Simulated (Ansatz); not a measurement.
# r2SCAN/STO-3G run of BH2OF (SMILES OBF)

Aim: the energy change on altering one bond length of BH2OF at r2SCAN/STO-3G, from 2 runs. 

The results are computed with Ansatz 0.2.0.

70 further runs of the same task are left out: 1 that didn't finish, 69 set aside as unsound or not needed.

### Step 1. The structure to begin with

The species is BH2OF (5 atoms), meant as a singlet with charge 0. As SMILES, `OBF`. The coordinates come from a PBE0-D4/def2-TZVP relaxation. This is one conformer, not always the lowest.

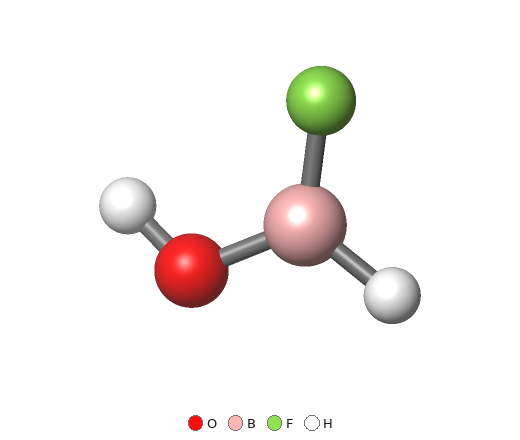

The structure, seen from a chosen angle (oxygen red, boron pink, fluorine green, hydrogen white).

### Step 2. The energy at r2SCAN/STO-3G

Contents of input.yaml:

```yaml
crystal:
  periodic: [false, false, false]
  atoms:
    - symbol: O
      position_ang: [-0.965400, 0.157400, 0.156900]
    - symbol: B
      position_ang: [0.365000, -0.030200, 0.201100]
    - symbol: F
      position_ang: [1.039200, -0.323700, -0.909500]
    - symbol: H
      position_ang: [-1.337200, 0.057400, -0.725800]
    - symbol: H
      position_ang: [0.948300, 0.065400, 1.236000]
basis:
  gaussian:
    orbitals: STO-3G
hamiltonian:
  xc: {name: r2SCAN}
accuracy: high
```

Command:

```
ansatz run input.yaml --threads 1 --pin off --max-ram 2610MiB --events-out events.jsonl --progress --plain --runs-dir runs
```

Log:

```text
Warning: RAYON_NUM_THREADS=1 ignored (pool sized by the plan → 1); use --threads N
Functional definition: r2SCAN
  name "r2SCAN"
  parameter k0 = 0.174
  parameter k1 = 0.065
  parameter a1 = 4.9479
  exchange = r2scan_x(k0 = k0, k1 = k1, a1 = a1)
  correlation = r2scan_c
297 factors; integrals over basis functions are off by at most 3.2e-8 eV
mean field evaluation 1: about -5396.5065 eV, gradient 1.3e1 eV
mean field evaluation 2: about -5396.0290 eV, gradient 1.9e1 eV
mean field evaluation 4: about -5397.0515 eV, gradient 1.4e0 eV
mean field evaluation 8: about -5396.9894 eV, gradient 2.8e-3 eV
mean field evaluation 16: about -5396.9894 eV, gradient 9.8e-9 eV
mean field -5396.98938994 eV, -198.3357018694 hartree, gradient 9.8e-9 eV, S^2 0.000000; 0 other end points of the search recorded, 0 dependent functions left out
reference -5396.98939026 eV, -198.3357018812 hartree; 12, 12 occupied and 5, 5 virtual orbitals, 297 factors
Total energy: -5396.98939026 eV, -198.3357018812 hartree
```

Run time: 2.1 s. Hardware: 1 thread of Arm Neoverse V1, shared host; peak memory 0.13 GiB.

### Step 3. The distorted shape, same level

Contents of run.yaml:

```yaml
basis:
  gaussian:
    orbitals: STO-3G
crystal:
  periodic: [false, false, false]
  atoms:
    - {symbol: O, position_ang: [-1.298039, 0.204305, 0.145849]}
    - {symbol: B, position_ang: [0.365000, -0.030200, 0.201100]}
    - {symbol: F, position_ang: [1.039200, -0.323700, -0.909500]}
    - {symbol: H, position_ang: [-1.669839, 0.104305, -0.736851]}
    - {symbol: H, position_ang: [0.948300, 0.065400, 1.236000]}
accuracy: high
hamiltonian:
  xc: {name: r2SCAN}
```

Command:

```
ansatz run run.yaml --threads 1 --pin off --max-ram 2610MiB --events-out events.jsonl --progress --plain --runs-dir runs
```

Log, shortened:

```text
Warning: RAYON_NUM_THREADS=1 ignored (pool sized by the plan → 1); use --threads N
[... 7 set-up lines as earlier in the session ...]
295 factors; integrals over basis functions are off by at most 3.6e-8 eV
mean field evaluation 1: about -5394.2329 eV, gradient 1.9e1 eV
mean field evaluation 2: about -5371.4752 eV, gradient 9.3e1 eV
mean field evaluation 4: about -5395.5692 eV, gradient 2.6e0 eV
mean field evaluation 8: about -5395.5055 eV, gradient 5.7e-2 eV
mean field evaluation 16: about -5395.5055 eV, gradient 2.3e-8 eV
mean field -5395.50548252 eV, -198.2811692777 hartree, gradient 5.3e-8 eV, S^2 0.000000; 0 other end points of the search recorded, 0 dependent functions left out
reference -5395.50548285 eV, -198.2811692899 hartree; 12, 12 occupied and 5, 5 virtual orbitals, 295 factors
Total energy: -5395.50548285 eV, -198.2811692899 hartree
```

It took 2.1 s on 1 thread of Arm Neoverse V1, shared host; peak memory 0.13 GiB.

### Step 4. Results

At r2SCAN/STO-3G:

```
                                                         quantity          value
                                        first shape: total energy  -198.33570 Eh
                                    distorted shape: total energy  -198.28117 Eh
energy change with the O1–B2 bond stretched from 1.344 to 1.680 Å       1.484 eV
```

In words: With the O1–B2 bond stretched from 1.344 to 1.680 Å the energy rises by 1.48 eV (143 kJ/mol). The first shape isn't relaxed at this level, so the change isn't measured from a minimum. The minimal basis adds a large error of its own.
